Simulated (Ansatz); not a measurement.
# BGeH$_{2}$P: what the fields show

```xyz
5

B    -0.1463   -0.5781   -0.1071
Ge   -0.7113    1.5547    0.1785
P    -0.9060   -0.2018    1.5061
H     0.2649   -1.5912   -0.5804
H     0.0443    0.3188   -1.0012
```

Geometry: PBE0-D4/def2-TZVP.

All numbers below come from isolated molecule in a Gaussian basis; Kohn-Sham density functional theory, functional PBE0 in Ansatz.

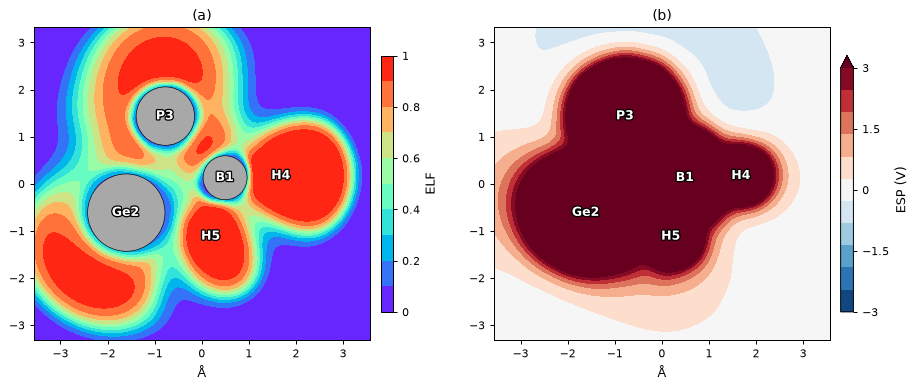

Figure 1. (a) electron localisation function; (b) electrostatic potential on the molecular plane. Grey discs cover the atomic cores in the ELF map.

### What does the map show?

The plane passes through B, Ge, P and H nuclei.
B–P (1.82 Å): the ELF peaks at about 0.90 between the atoms; a covalent bond.
Ge–P (2.21 Å): the ELF peaks at about 0.75 in the valence shell of P, 1.0 Å from its nucleus, and is about 0.70 at the midpoint.
Ge–B (2.22 Å): the ELF peaks at about 0.60 in the valence shell of B, 0.8 Å from its nucleus, and is about 0.35 at the midpoint.
B–H (1.19 Å): the ELF climbs to about 1 towards the hydrogen, as it does in any bond to H; an ordinary covalent bond to hydrogen.
Ge–H (1.87 Å): the ELF climbs to about 1 towards the hydrogen.
The ELF also peaks beside P3, away from the bonds: lone-pair regions.
Outside the dense part of the molecule the potential is most negative (−0.4 V) near P3.

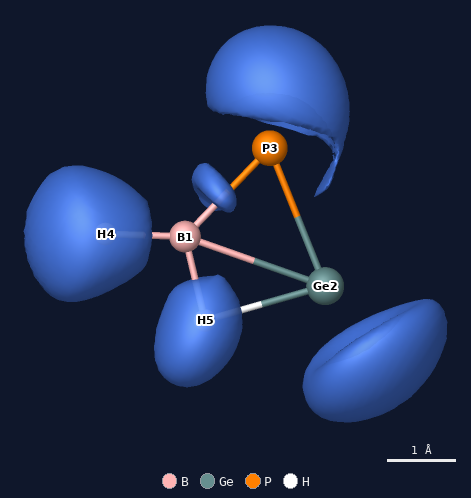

Figure 2. Isosurface of the ELF at 0.85 (blue), seen across its widest extent. Core shells and regions of very low density are left out.

### Identify the bonds, lone pairs and shells in this picture.

The ELF exceeds this value in one region between bonded B–P atoms (shared pairs), two regions around hydrogen nuclei, one lobe on Ge, pointing away from the bonds (lone pairs) and one lobe on P, pointing away from the bonds (lone pairs).

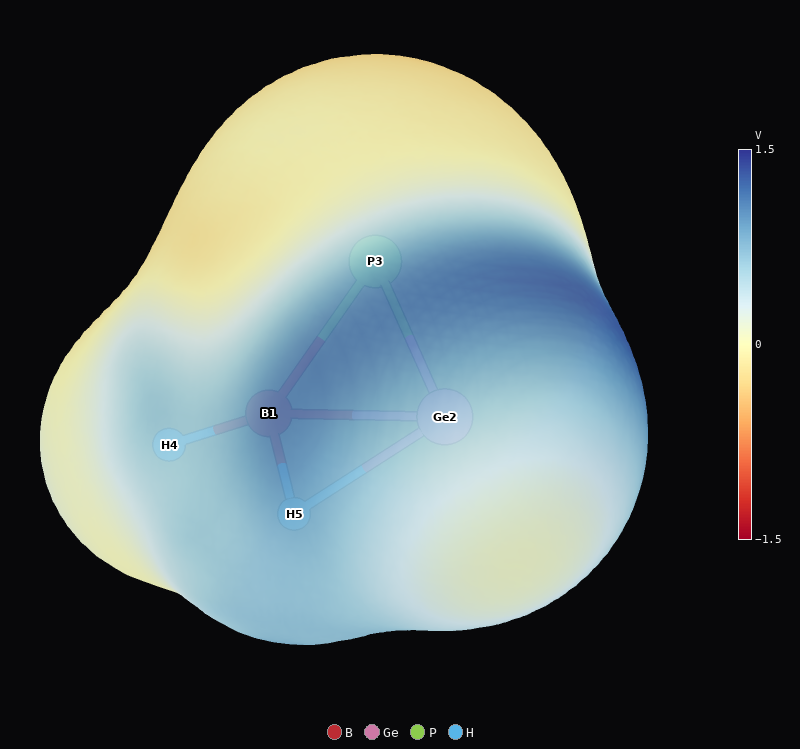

Figure 3. The molecular electrostatic potential painted on the density surface at 0.002 e/bohr³, seen at a tilt; red is negative and blue positive.

### Where is the surface potential most negative and most positive?

The most negative region (about −0.4 V, or −9 kcal/mol for a unit charge) lies over P3, the most positive (about +1.3 V, or +30 kcal/mol for a unit charge) over Ge2.

### How polar is the molecule by this calculation?

Its dipole moment is 1.47 D.
